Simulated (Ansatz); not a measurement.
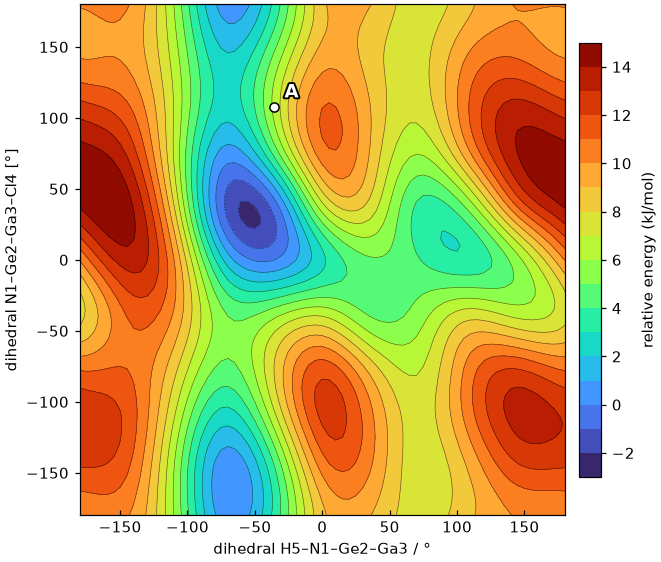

ClGaGeH5N, SMILES [NH2][GeH2][GaH][Cl]. The first coordinate is: dihedral H5–N1–Ge2–Ga3; the second: dihedral N1–Ge2–Ga3–Cl4. Nothing is relaxed (all other coordinates rigid). The grid has 10 × 10 points. All energies are given in kJ/mol relative to the relaxed molecule at the same level. Method: RKS PBE-D4/def2-SVP (Ansatz 0.2.0).

The picture shows filled contours, the point A. Between grid points the surface is interpolated.

> Which way does the force act at A, and how strong is it?

A, at dihedral H5–N1–Ge2–Ga3 = −36°, dihedral N1–Ge2–Ga3–Cl4 = 108°, is not a stationary point. The computed force is 0.18 kJ/mol for each degree towards smaller values of dihedral H5–N1–Ge2–Ga3 and 0.011 kJ/mol for each degree towards smaller values of dihedral N1–Ge2–Ga3–Cl4.
